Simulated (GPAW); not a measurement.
**Geometry relaxation of AlNH$_{4}$ (part 5 of 5)**

The same run, continued: AlNH$_{4}$, SMILES [NH2][AlH2]; WC/plane waves, scalar-relativistic datasets (GPAW 26.7.0). The atoms were displaced at random from an optimised geometry.

Geometry of the input (Å):
```
N  0.0089  -0.8625  -0.0200
Al 0.0942  0.6328  -0.1213
H  0.6953  -1.6733  -0.5496
H  -0.4576  -1.3653  0.7001
H  0.1498  1.6661  -1.6594
H  -0.2809  1.5941  1.0061
```

Trajectory as extended XYZ, continued:
```
6
Properties=species:S:1:pos:R:3:forces:R:3 step=18 energy=-20.49507
N     6.9974    6.0503    7.2822   -0.0359  -0.1783   0.0897
Al    6.8892    7.8300    7.1144    0.0579  -0.0174  -0.0774
H     7.3281    5.3616    6.5605    0.0233  -0.0944  -0.0946
H     6.7805    5.5239    8.1743    0.0280  -0.0073  -0.0798
H     7.2982    8.4337    5.6990   -0.0154   0.0540  -0.0052
H     6.4055    8.6046    8.4106   -0.0418   0.1021   0.0519
6
Properties=species:S:1:pos:R:3:forces:R:3 step=19 energy=-20.49659
N     6.9959    6.0466    7.2816   -0.0169  -0.1243   0.0539
Al    6.8919    7.8263    7.1133    0.0202   0.0638  -0.0126
H     7.3225    5.3608    6.5564    0.0379  -0.1178  -0.1111
H     6.7885    5.5199    8.1735    0.0091  -0.0365  -0.0296
H     7.3019    8.4332    5.6975   -0.0212   0.0359   0.0170
H     6.3999    8.6079    8.4122   -0.0029   0.0456  -0.0303
6
Properties=species:S:1:pos:R:3:forces:R:3 step=20 energy=-20.49765
N     6.9947    6.0425    7.2811    0.0125  -0.0669  -0.0168
Al    6.8944    7.8245    7.1123   -0.0082   0.0627   0.0438
H     7.3189    5.3582    6.5517    0.0295  -0.0956  -0.0787
H     6.7943    5.5156    8.1730   -0.0019  -0.0578   0.0022
H     7.3041    8.4335    5.6968   -0.0212   0.0272   0.0222
H     6.3957    8.6110    8.4125    0.0247   0.0077  -0.0835
6
Properties=species:S:1:pos:R:3:forces:R:3 step=21 energy=-20.49872
N     6.9919    6.0372    7.2790    0.0464   0.0247  -0.0724
Al    6.8985    7.8233    7.1118   -0.0350   0.0122   0.0776
H     7.3184    5.3528    6.5496    0.0237  -0.0714  -0.0630
H     6.7954    5.5100    8.1704   -0.0104  -0.0708   0.0395
H     7.3022    8.4373    5.6967   -0.0129   0.0173   0.0214
H     6.3943    8.6147    8.4106    0.0431  -0.0192  -0.1079
6
Properties=species:S:1:pos:R:3:forces:R:3 step=22 energy=-20.49966
N     6.9903    6.0322    7.2769    0.0789   0.0317  -0.1148
Al    6.9018    7.8219    7.1127   -0.0426  -0.0442   0.0622
H     7.3172    5.3470    6.5439   -0.0053  -0.0011   0.0116
H     6.7986    5.5035    8.1695   -0.0049  -0.0564   0.0122
H     7.3016    8.4400    5.6974   -0.0093   0.0063   0.0288
H     6.3924    8.6177    8.4066    0.0487  -0.0274  -0.0978
6
Properties=species:S:1:pos:R:3:forces:R:3 step=23 energy=-20.50037
N     6.9888    6.0282    7.2735    0.0831   0.0612  -0.0783
Al    6.9049    7.8206    7.1139   -0.0401  -0.0830   0.0111
H     7.3211    5.3411    6.5446   -0.0069   0.0126   0.0029
H     6.7938    5.4992    8.1659    0.0017  -0.0391   0.0008
H     7.2958    8.4460    5.6987    0.0000  -0.0075   0.0329
H     6.3957    8.6198    8.4016    0.0378  -0.0215  -0.0555
6
Properties=species:S:1:pos:R:3:forces:R:3 step=24 energy=-20.50089
N     6.9906    6.0266    7.2717    0.0663   0.0090  -0.0331
Al    6.9047    7.8186    7.1150   -0.0233  -0.0771  -0.0419
H     7.3217    5.3388    6.5415   -0.0173   0.0347   0.0278
H     6.7944    5.4965    8.1654    0.0144  -0.0138  -0.0536
H     7.2950    8.4471    5.7003   -0.0007  -0.0147   0.0373
H     6.3968    8.6201    8.3976    0.0240  -0.0101  -0.0161
6
Properties=species:S:1:pos:R:3:forces:R:3 step=25 energy=-20.50137
N     6.9936    6.0252    7.2697    0.0307  -0.0211   0.0269
Al    6.9036    7.8158    7.1152   -0.0090  -0.0442  -0.0756
H     7.3222    5.3373    6.5395   -0.0109   0.0230   0.0118
H     6.7951    5.4943    8.1636    0.0203  -0.0006  -0.0800
H     7.2944    8.4477    5.7022   -0.0007  -0.0192   0.0325
H     6.3985    8.6202    8.3942    0.0119  -0.0052   0.0126
6
Properties=species:S:1:pos:R:3:forces:R:3 step=26 energy=-20.50186
N     6.9979    6.0232    7.2679   -0.0086  -0.0394   0.0632
Al    6.9017    7.8119    7.1142   -0.0002   0.0000  -0.0782
H     7.3201    5.3360    6.5352   -0.0016   0.0088  -0.0060
H     6.7999    5.4906    8.1611    0.0174   0.0016  -0.0838
H     7.2961    8.4466    5.7047   -0.0015  -0.0197   0.0163
H     6.3987    8.6202    8.3907    0.0063  -0.0107   0.0240
6
Properties=species:S:1:pos:R:3:forces:R:3 step=27 energy=-20.50221
N     7.0013    6.0211    7.2668   -0.0306  -0.0282   0.0539
Al    6.9001    7.8089    7.1124   -0.0003   0.0203  -0.0483
H     7.3167    5.3349    6.5308    0.0070   0.0006  -0.0213
H     6.8064    5.4861    8.1580    0.0052  -0.0089  -0.0541
H     7.2987    8.4445    5.7067   -0.0008  -0.0144  -0.0083
H     6.3978    8.6202    8.3882    0.0073  -0.0207   0.0183
6
Properties=species:S:1:pos:R:3:forces:R:3 step=28 energy=-20.50237
N     7.0023    6.0198    7.2664   -0.0288  -0.0079   0.0176
Al    6.8994    7.8076    7.1108   -0.0048   0.0125  -0.0153
H     7.3137    5.3345    6.5277    0.0098   0.0043  -0.0235
H     6.8115    5.4826    8.1558   -0.0073  -0.0202  -0.0186
H     7.3010    8.4426    5.7074    0.0004  -0.0081  -0.0264
H     6.3966    8.6198    8.3870    0.0109  -0.0262   0.0086
```

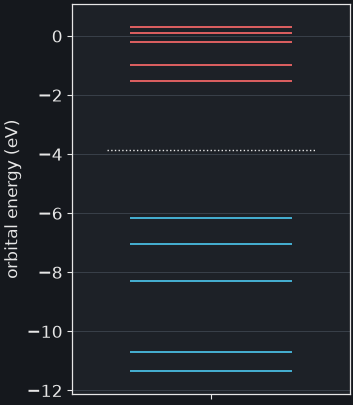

Orbital energies near the frontier; the dotted line parts filled from empty levels, and levels within 0.02 eV of each other stand side by side. Highest filled −6.16 eV, lowest empty −1.53 eV, 4.63 eV apart.

Key numbers:

```tsv
quantity	value
outcome	converged
energy relative to the program's reference atoms	−20.5024 eV
largest force	0.035 eV/Å
HOMO	−6.16 eV
LUMO	−1.53 eV
dipole moment	1.18 D
wall time	2.7 min
peak memory	0.47 GiB
```

Notes:

Settings chosen away from the usual ones: ecut set to 300 (from 340); smear set to marzari-vanderbilt; width set to 0.5. Further notes kept with the run: datasets made with stock radii, not tested.
